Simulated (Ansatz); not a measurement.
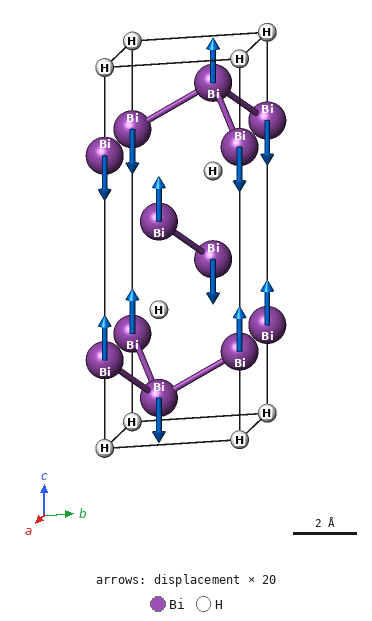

A relaxation of solid Bi2H (set up in R-3m) (coarse preliminary run). The starting structure is drawn; blue arrows show the displacements (the part carried along by the change of the cell is left out), magnified 20 times.

A ball-and-stick model of the conventional cell (3 times the calculation's cell), seen slightly off an axis. Lengths and directions refer to the drawn axes.

Case: 1 H put on empty site 1 of 1 host cells, relaxed.

Computed with DFT r2SCAN, scalar-relativistic, plane waves, PAW in Ansatz 0.2.0.

The input:
```yaml
crystal:
  lattice:
    - [2.2686138459, 1.3097848146, 4.1168231097]
    - [-2.2686138459, 1.3097848146, 4.1168231097]
    - [0.0, -2.6195696293, 4.1168231097]
  atoms:
    - { symbol: Bi, position: [0.231611074, 0.231611074, 0.231611074] }
    - { symbol: Bi, position: [0.768388926, 0.768388926, 0.768388926] }
    - { symbol: H, position: [0.0, 0.0, 0.0] }
basis:
  ecutwfc: 500
kpoints:
  mp_grid: { grid: [6, 6, 6] }
hamiltonian:
  xc: r2scan
scf:
  occupations: { method: gaussian, width: 0.1 }
output:
  forces: true
  stress: true
  eigenvalues: true
relax:
  adjacent_minimum: "off"
  f_tol: 0.0325
  max_steps: 70
  cell: { stress_tol: 0.24 }
```

Run as
```bash
ansatz run input.yaml --threads 2 --pin off --max-ram 5120MiB --backend cpu --events-out ev --progress --plain --runs-dir out
```

What happened in the run?

Answer. The largest moves relative to the cell, 0.074 Å, are those of Bi1 and Bi2. Bi1 goes along +c. H stays in place. The volume changes by −3.5 %, with a = b 4.537 → 4.329 Å (−4.6 %), c 12.350 → 13.090 Å (+6.0 %). Near-neighbour distances that change, for instance: Bi1–Bi2 3.072 → 3.108 Å. Among the angles between lasting bonds that change: Bi2–Bi1–Bi2 95.2° → 88.3°. The space group stays R-3m (No. 166). Over 4 accepted moves (6 points after the start) the energy falls by 23.4 meV per atom. Largest force component: 0.21 eV/Å at the start, 0.021 eV/Å at the end. The pressure goes from −0.33 to −0.01 GPa. The line search rejected the trial step at point 4 of the run. The SCF was repeated once at an unchanged geometry on a basis and grid sized afresh for the cell, which shifted the energy by less than 0.05 meV per atom at most.
